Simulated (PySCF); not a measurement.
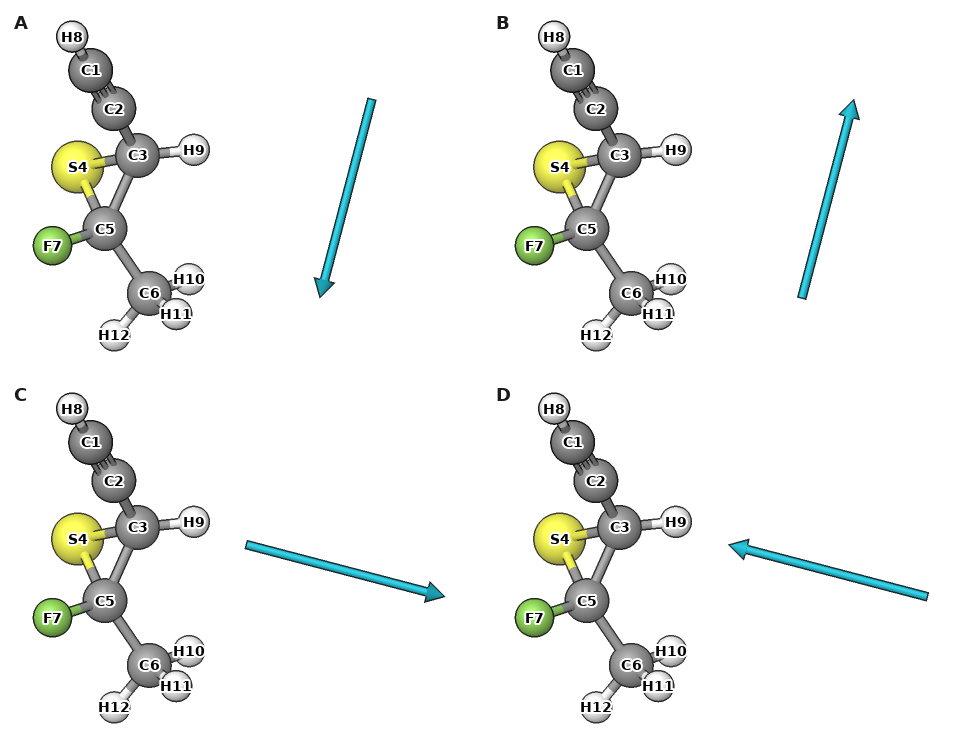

The same molecule four times, each with an arrow. The computed structure is the end point of a GFN2-xTB optimisation. No frequency run is at hand to confirm it as a minimum. Method: CAM-B3LYP/def2-SVPD, gas phase (PySCF 2.14.0).

> Which arrow points along the dipole moment, from the negative to the positive end?

C. The dipole moment is 2.07 D; it points from the side of H8 to the side of H10, H11 (the outermost atoms at the two ends).
